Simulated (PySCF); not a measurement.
## Geometry relaxation, with input and output: C₃H₈GeNO₂ (charge −1)

System: C₃H₈GeNO₂, charge −1.
Method: PBE0-D3(BJ)/def2-SVP geometry optimisation, gas phase (PySCF 2.14.0).

It belongs to a series of runs on one base structure; here: H on Ge replaced by COO-.

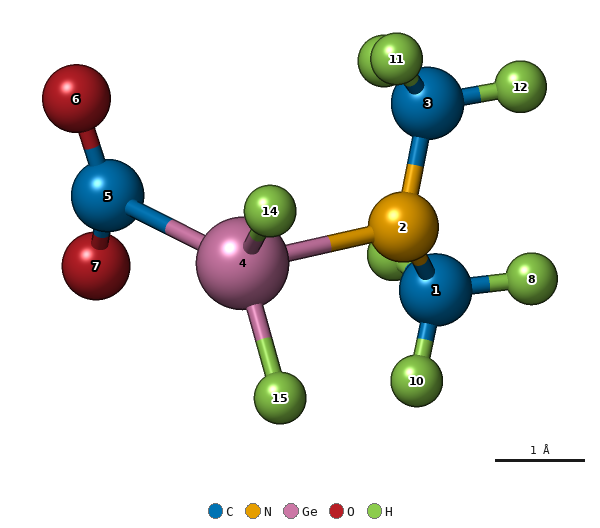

*The structure as given in the input (ball-and-stick view, seen at a tilt; atoms are numbered from 1 in the order of the input). Sticks mark near contacts.*

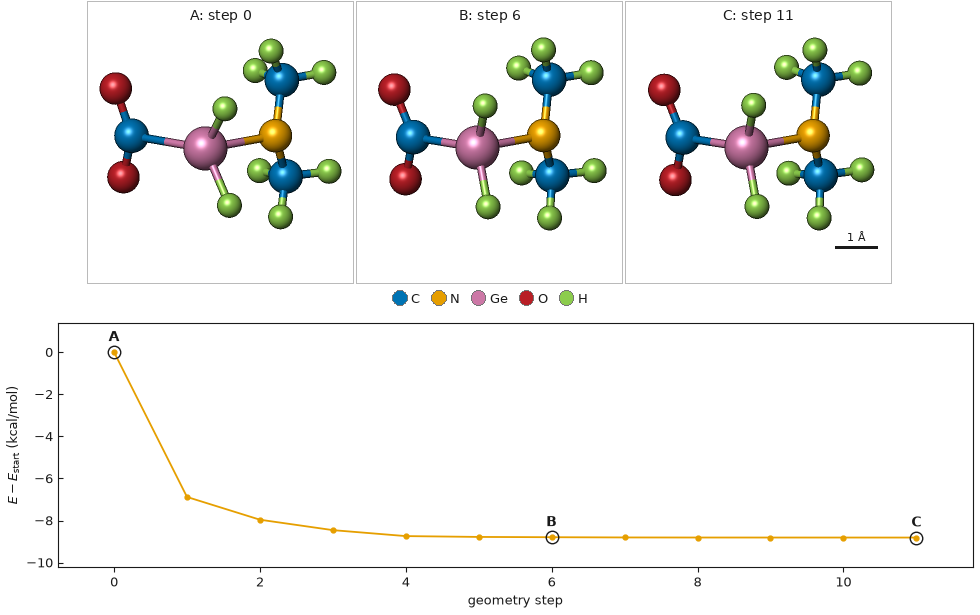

*Frames of the relaxation (ball-and-stick view, seen at a tilt) above the curves, on which the letters mark them (steps are counted from 0).*

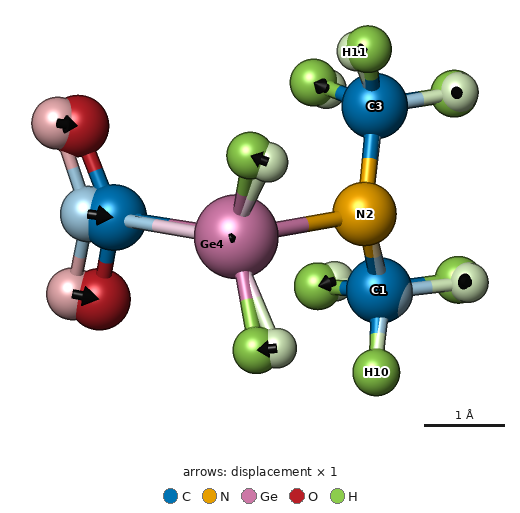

*Start (faint) and end (solid) with the displacements as black arrows, at true length (ball-and-stick view, seen at a tilt). The two geometries are laid on each other by the best rigid fit.*

After 11 geometry steps the energy has fallen by 8.81 kcal/mol. Largest force component: 2.1 eV/Å at the start, 0.022 eV/Å at the end. The atom that moves furthest after the best rigid fit is O7 (0.35 Å). Largest moves by element: O 0.35 Å, C 0.33 Å, H 0.26 Å, Ge 0.08 Å, N 0.01 Å. Among the contacts that change: Ge4–C5 2.296 → 2.067 Å, N2–Ge4 1.969 → 1.902 Å, Ge4–H15 1.628 → 1.568 Å, Ge4–H14 1.613 → 1.570 Å. Among the angles that change: C5–Ge4–H15 129.6° → 118.9°, H14–Ge4–H15 95.4° → 105.9°, N2–Ge4–H15 91.3° → 101.6°. (Atoms are counted from 1 in the order of the input.)

These pictures come from the run below.

**The input**
```
{"job": {"xc": "PBE0", "basis": "def2-SVP", "d3": "d3bj", "grid": 1, "shake": 0.01, "kind": "geom"}, "charge": -1, "multiplicity": 1}
C     -1.125780    -1.157430     0.476330
N     -0.833180    -0.029800    -0.385660
C     -1.097590     1.219160     0.271500
Ge     0.950100    -0.139450    -1.213290
C      2.576370     0.024450     0.398840
O      2.911010     1.178150     0.487660
O      2.761080    -1.046180     0.897570
H     -2.202770    -1.118240     0.719900
H     -0.587260    -1.125300     1.443330
H     -0.921400    -2.059640    -0.045640
H     -0.800470     2.032230    -0.376690
H     -2.142310     1.321200     0.525810
H     -0.547570     1.347980     1.217320
H      0.546690     0.961060    -2.320800
H      0.497720    -1.425570    -2.103430
```

The first line tells a small driver script what to run in PySCF; the rest is the geometry in Å.

Launch command:
```bash
OMP_NUM_THREADS=1 python <driver script> task.json out
```

**Output**
```
step   0  E = -2400.25025898  max force = 0.040233
step   1  E = -2400.26122571  max force = 0.009625
step   2  E = -2400.26294809  max force = 0.013298
step   3  E = -2400.26373740  max force = 0.012581
step   4  E = -2400.26418883  max force = 0.003033
step   5  E = -2400.26425215  max force = 0.001180
step   6  E = -2400.26427342  max force = 0.001529
step   7  E = -2400.26429111  max force = 0.001551
step   8  E = -2400.26429648  max force = 0.000860
step   9  E = -2400.26429783  max force = 0.000466
step  10  E = -2400.26429829  max force = 0.000590
step  11  E = -2400.26429948  max force = 0.000429
optimisation converged
```

**Trajectory as extended XYZ (Å, eV, eV/Å), 12 frames, from step=0 to step=11**
```
15
Properties=species:S:1:pos:R:3:forces:R:3 step=0 energy=-65314.13634
C    -1.1258   -1.1574    0.4763   -0.4875   2.0689   0.0928
N    -0.8332   -0.0298   -0.3857    0.6738  -0.3209   0.2108
C    -1.0976    1.2192    0.2715    0.8054  -0.8700  -0.1486
Ge    0.9501   -0.1394   -1.2133   -1.5013  -0.1114  -0.5298
C     2.5764    0.0244    0.3988   -0.5290   0.5598  -0.9368
O     2.9110    1.1782    0.4877    0.1990   0.5685   0.1356
O     2.7611   -1.0462    0.8976    0.1986  -1.1312   0.5982
H    -2.2028   -1.1182    0.7199   -0.2365  -0.2608   0.1597
H    -0.5873   -1.1253    1.4433    0.2235  -0.2227   0.1728
H    -0.9214   -2.0596   -0.0456    0.3127  -1.3254  -0.5123
H    -0.8005    2.0322   -0.3767    0.0455   0.6433  -0.4058
H    -2.1423    1.3212    0.5258   -1.0831   0.1356   0.1290
H    -0.5476    1.3480    1.2173    0.2985   0.1168   0.4511
H     0.5467    0.9611   -2.3208    0.5266  -0.0299   0.2500
H     0.4977   -1.4256   -2.1034    0.5539   0.1796   0.3336
15
Properties=species:S:1:pos:R:3:forces:R:3 step=1 energy=-65314.43476
C    -1.1043   -1.1404    0.4738   -0.1179  -0.0392  -0.1574
N    -0.8157   -0.0326   -0.3933    0.2272  -0.0514   0.0515
C    -1.0515    1.2168    0.2666   -0.1002   0.0850   0.0897
Ge    0.9024   -0.1403   -1.2488   -0.1809   0.0696   0.4019
C     2.3990    0.0308    0.3659   -0.1339  -0.0401  -0.4949
O     2.7612    1.1865    0.5195   -0.0649   0.0388   0.0298
O     2.5906   -1.0463    0.9083   -0.0843  -0.0447   0.0419
H    -2.1761   -1.1306    0.7648   -0.0547  -0.0491   0.0150
H    -0.5233   -1.1432    1.4239    0.1067  -0.0664  -0.0224
H    -0.9116   -2.0968   -0.0505   -0.0056   0.1207   0.1417
H    -0.7823    2.0600   -0.3911   -0.0632   0.0021  -0.0154
H    -2.1255    1.3282    0.5451    0.0712   0.0030  -0.0690
H    -0.4741    1.3558    1.2110    0.0572  -0.0084  -0.0008
H     0.6666    0.9805   -2.3250    0.1707   0.1261  -0.0211
H     0.6340   -1.4460   -2.0806    0.1727  -0.1459   0.0095
15
Properties=species:S:1:pos:R:3:forces:R:3 step=2 energy=-65314.48163
C    -1.0924   -1.1416    0.4768   -0.0378   0.0149   0.0157
N    -0.8070   -0.0301   -0.3879    0.1393  -0.0308  -0.0079
C    -1.0431    1.2226    0.2700   -0.0328   0.0460   0.0771
Ge    0.9035   -0.1372   -1.2455   -0.1291  -0.0069   0.1456
C     2.3470    0.0216    0.3271   -0.6838  -0.0247  -0.6598
O     2.6780    1.1841    0.5000    0.2956   0.2863   0.2336
O     2.4998   -1.0504    0.8925    0.2359  -0.2492   0.2845
H    -2.1606   -1.1406    0.7873    0.0141   0.0159  -0.0198
H    -0.4859   -1.1574    1.4120    0.0250  -0.0311  -0.0301
H    -0.9051   -2.0936   -0.0478    0.0039   0.0033   0.0150
H    -0.7951    2.0639   -0.3982   -0.0201  -0.0029  -0.0133
H    -2.1131    1.3284    0.5561    0.0192  -0.0132  -0.0204
H    -0.4497    1.3707    1.2043    0.0110  -0.0032  -0.0427
H     0.7254    1.0192   -2.3046    0.0770  -0.0511   0.0172
H     0.6877   -1.4768   -2.0524    0.0825   0.0466   0.0054
15
Properties=species:S:1:pos:R:3:forces:R:3 step=3 energy=-65314.50311
C    -1.0798   -1.1434    0.4861    0.0264   0.0340   0.1566
N    -0.8041   -0.0301   -0.3795   -0.0442  -0.0079  -0.0892
C    -1.0521    1.2285    0.2682    0.0347  -0.0017   0.0047
Ge    0.8953   -0.1277   -1.2295   -0.1389   0.1048  -0.1144
C     2.2670    0.0281    0.2926   -0.0132   0.0696  -0.4289
O     2.6654    1.1636    0.5267    0.0681   0.4461   0.0966
O     2.4315   -1.0619    0.8301    0.1009  -0.6470   0.4511
H    -2.1431   -1.1477    0.8151    0.0608   0.0516  -0.0278
H    -0.4457   -1.1715    1.4030   -0.0456   0.0174  -0.0173
H    -0.8982   -2.0923   -0.0378    0.0002  -0.0976  -0.0999
H    -0.8403    2.0633   -0.4201    0.0187  -0.0002  -0.0074
H    -2.1177    1.3165    0.5658   -0.0271  -0.0223   0.0381
H    -0.4384    1.4013    1.1844   -0.0240  -0.0002  -0.0468
H     0.7864    1.0385   -2.2860   -0.0440  -0.1000   0.0117
H     0.7634   -1.4825   -2.0295    0.0273   0.1533   0.0730
15
Properties=species:S:1:pos:R:3:forces:R:3 step=4 energy=-65314.51539
C    -1.0764   -1.1440    0.4848    0.0072  -0.0169   0.0868
N    -0.8058   -0.0307   -0.3821   -0.0150   0.0067  -0.0729
C    -1.0567    1.2270    0.2655    0.0056   0.0129   0.0018
Ge    0.8929   -0.1212   -1.2275    0.0409   0.0634  -0.0188
C     2.2819    0.0182    0.2968   -0.1254  -0.0059  -0.0835
O     2.6593    1.1648    0.5322    0.0639   0.1318   0.0213
O     2.4401   -1.0681    0.8570    0.0641  -0.1560   0.0925
H    -2.1379   -1.1409    0.8144    0.0189   0.0167  -0.0036
H    -0.4423   -1.1726    1.4006   -0.0160   0.0126  -0.0133
H    -0.9000   -2.0943   -0.0435   -0.0085  -0.0304  -0.0438
H    -0.8535    2.0618   -0.4258    0.0022  -0.0003  -0.0028
H    -2.1208    1.3074    0.5726   -0.0095  -0.0134   0.0214
H    -0.4373    1.4046    1.1753   -0.0068   0.0049  -0.0140
H     0.7788    1.0288   -2.2933   -0.0205  -0.0080   0.0194
H     0.7674   -1.4582   -2.0372   -0.0010  -0.0180   0.0094
15
Properties=species:S:1:pos:R:3:forces:R:3 step=5 energy=-65314.51712
C    -1.0732   -1.1450    0.4823    0.0027  -0.0167   0.0198
N    -0.8067   -0.0316   -0.3874   -0.0223   0.0046  -0.0434
C    -1.0634    1.2257    0.2595   -0.0085   0.0024  -0.0027
Ge    0.8956   -0.1150   -1.2250    0.0393   0.0064   0.0489
C     2.2809    0.0144    0.3052   -0.0051  -0.0453  -0.0218
O     2.6600    1.1627    0.5404    0.0052  -0.0100   0.0256
O     2.4493   -1.0759    0.8609   -0.0044   0.0607  -0.0139
H    -2.1329   -1.1379    0.8150   -0.0006   0.0021   0.0047
H    -0.4370   -1.1715    1.3958    0.0025  -0.0012  -0.0059
H    -0.9011   -2.0961   -0.0490   -0.0076   0.0060  -0.0050
H    -0.8708    2.0607   -0.4347   -0.0063  -0.0006  -0.0026
H    -2.1261    1.2965    0.5751    0.0029  -0.0056   0.0073
H    -0.4398    1.4103    1.1644    0.0048   0.0049   0.0021
H     0.7773    1.0403   -2.2818   -0.0016  -0.0044  -0.0007
H     0.7773   -1.4548   -2.0311   -0.0011  -0.0034  -0.0123
15
Properties=species:S:1:pos:R:3:forces:R:3 step=6 energy=-65314.51769
C    -1.0698   -1.1463    0.4803    0.0041  -0.0096  -0.0060
N    -0.8078   -0.0330   -0.3922   -0.0128  -0.0021  -0.0251
C    -1.0704    1.2241    0.2537   -0.0048   0.0024   0.0001
Ge    0.9001   -0.1095   -1.2204    0.0170  -0.0163   0.0246
C     2.2788    0.0132    0.3108    0.0401  -0.0151   0.0786
O     2.6574    1.1600    0.5589   -0.0234  -0.0448  -0.0198
O     2.4475   -1.0798    0.8629   -0.0226   0.0675  -0.0543
H    -2.1276   -1.1373    0.8187   -0.0035  -0.0004   0.0027
H    -0.4286   -1.1720    1.3899    0.0069  -0.0073  -0.0019
H    -0.9020   -2.0974   -0.0528   -0.0051   0.0116   0.0078
H    -0.8900    2.0589   -0.4441   -0.0085   0.0000  -0.0023
H    -2.1312    1.2857    0.5777    0.0057  -0.0025  -0.0006
H    -0.4419    1.4165    1.1534    0.0056   0.0029   0.0036
H     0.7832    1.0467   -2.2748    0.0024   0.0093  -0.0051
H     0.7919   -1.4471   -2.0326   -0.0010   0.0045  -0.0024
15
Properties=species:S:1:pos:R:3:forces:R:3 step=7 energy=-65314.51818
C    -1.0645   -1.1486    0.4752   -0.0016   0.0084  -0.0210
N    -0.8093   -0.0353   -0.4011   -0.0064  -0.0090   0.0040
C    -1.0796    1.2211    0.2441   -0.0007   0.0036   0.0076
Ge    0.9075   -0.1019   -1.2132   -0.0118  -0.0207  -0.0112
C     2.2737    0.0120    0.3270    0.0572   0.0174   0.0797
O     2.6484    1.1577    0.5878   -0.0296  -0.0536  -0.0204
O     2.4437   -1.0853    0.8694   -0.0232   0.0464  -0.0395
H    -2.1193   -1.1379    0.8220   -0.0021  -0.0025  -0.0010
H    -0.4158   -1.1740    1.3792    0.0077  -0.0106   0.0004
H    -0.9024   -2.0997   -0.0598    0.0004   0.0063   0.0109
H    -0.9165    2.0557   -0.4583   -0.0074   0.0001  -0.0017
H    -2.1373    1.2703    0.5792    0.0041   0.0009  -0.0064
H    -0.4443    1.4243    1.1369    0.0030  -0.0010  -0.0011
H     0.7938    1.0584   -2.2633    0.0091   0.0133  -0.0014
H     0.8113   -1.4341   -2.0355    0.0013   0.0010   0.0010
15
Properties=species:S:1:pos:R:3:forces:R:3 step=8 energy=-65314.51832
C    -1.0575   -1.1520    0.4656   -0.0068   0.0183  -0.0175
N    -0.8108   -0.0381   -0.4139    0.0094  -0.0099   0.0261
C    -1.0893    1.2172    0.2312    0.0039   0.0050   0.0109
Ge    0.9170   -0.0931   -1.2065   -0.0180  -0.0104  -0.0193
C     2.2659    0.0119    0.3530    0.0292   0.0441   0.0442
O     2.6323    1.1555    0.6316   -0.0240  -0.0283  -0.0237
O     2.4335   -1.0905    0.8837   -0.0118  -0.0145  -0.0084
H    -2.1088   -1.1401    0.8227   -0.0007  -0.0032  -0.0049
H    -0.3996   -1.1786    1.3628    0.0027  -0.0071   0.0000
H    -0.9017   -2.1028   -0.0710    0.0048  -0.0034   0.0044
H    -0.9468    2.0515   -0.4761   -0.0022   0.0007  -0.0005
H    -2.1432    1.2530    0.5790   -0.0003   0.0019  -0.0080
H    -0.4460    1.4320    1.1157   -0.0016  -0.0040  -0.0056
H     0.8103    1.0762   -2.2483    0.0105   0.0041   0.0001
H     0.8344   -1.4196   -2.0400    0.0050   0.0067   0.0022
15
Properties=species:S:1:pos:R:3:forces:R:3 step=9 energy=-65314.51836
C    -1.0559   -1.1536    0.4595   -0.0042   0.0110  -0.0078
N    -0.8098   -0.0385   -0.4185    0.0084  -0.0029   0.0199
C    -1.0909    1.2162    0.2273    0.0033   0.0008   0.0038
Ge    0.9218   -0.0902   -1.2035   -0.0133  -0.0043  -0.0240
C     2.2593    0.0121    0.3662   -0.0007   0.0238  -0.0056
O     2.6199    1.1558    0.6489    0.0002  -0.0014   0.0069
O     2.4245   -1.0918    0.8938    0.0034  -0.0202   0.0171
H    -2.1068   -1.1424    0.8176   -0.0006  -0.0019  -0.0050
H    -0.3967   -1.1829    1.3558   -0.0021  -0.0009   0.0001
H    -0.9006   -2.1038   -0.0782    0.0034  -0.0048  -0.0023
H    -0.9531    2.0507   -0.4808    0.0018   0.0005   0.0006
H    -2.1443    1.2486    0.5765   -0.0024   0.0009  -0.0040
H    -0.4462    1.4331    1.1101   -0.0027  -0.0025  -0.0028
H     0.8225    1.0824   -2.2427    0.0047   0.0024   0.0030
H     0.8457   -1.4132   -2.0423    0.0010  -0.0003   0.0002
15
Properties=species:S:1:pos:R:3:forces:R:3 step=10 energy=-65314.51837
C    -1.0572   -1.1547    0.4529   -0.0004  -0.0014   0.0014
N    -0.8076   -0.0379   -0.4214    0.0067   0.0049   0.0058
C    -1.0896    1.2159    0.2258    0.0006  -0.0036  -0.0032
Ge    0.9257   -0.0894   -1.2025    0.0037   0.0037  -0.0033
C     2.2553    0.0130    0.3770   -0.0217  -0.0030  -0.0303
O     2.6121    1.1569    0.6619    0.0102   0.0191   0.0155
O     2.4170   -1.0910    0.9050    0.0082  -0.0186   0.0207
H    -2.1094   -1.1446    0.8072   -0.0008  -0.0002  -0.0041
H    -0.4008   -1.1871    1.3514   -0.0050   0.0039  -0.0004
H    -0.8998   -2.1040   -0.0860    0.0010  -0.0022  -0.0058
H    -0.9494    2.0515   -0.4807    0.0041   0.0001   0.0012
H    -2.1441    1.2488    0.5715   -0.0024  -0.0002  -0.0001
H    -0.4470    1.4307    1.1105   -0.0024  -0.0004   0.0007
H     0.8326    1.0859   -2.2396   -0.0010  -0.0022   0.0026
H     0.8518   -1.4112   -2.0434   -0.0006   0.0002  -0.0006
15
Properties=species:S:1:pos:R:3:forces:R:3 step=11 energy=-65314.51840
C    -1.0586   -1.1551    0.4489    0.0006  -0.0081   0.0013
N    -0.8059   -0.0374   -0.4229    0.0032   0.0077   0.0005
C    -1.0887    1.2158    0.2251   -0.0011  -0.0032  -0.0055
Ge    0.9285   -0.0889   -1.2012    0.0090   0.0030   0.0031
C     2.2533    0.0130    0.3823   -0.0175  -0.0158  -0.0220
O     2.6086    1.1570    0.6686    0.0089   0.0156   0.0139
O     2.4136   -1.0911    0.9113    0.0049  -0.0024   0.0106
H    -2.1121   -1.1453    0.7996   -0.0014  -0.0003  -0.0032
H    -0.4053   -1.1890    1.3495   -0.0049   0.0039  -0.0001
H    -0.8997   -2.1038   -0.0908    0.0001   0.0008  -0.0039
H    -0.9457    2.0522   -0.4799    0.0037   0.0005   0.0015
H    -2.1442    1.2490    0.5677   -0.0013   0.0000   0.0003
H    -0.4484    1.4288    1.1118   -0.0017   0.0001   0.0028
H     0.8384    1.0874   -2.2372   -0.0018  -0.0016   0.0017
H     0.8557   -1.4101   -2.0433   -0.0009  -0.0003  -0.0008
```

**Key numbers**

```tsv
quantity	value
outcome	converged
total energy	−2400.264299 hartree
point group	C1
hardware	1 CPU thread, shared host
wall time	1.8 min
peak memory	0.65 GiB
```
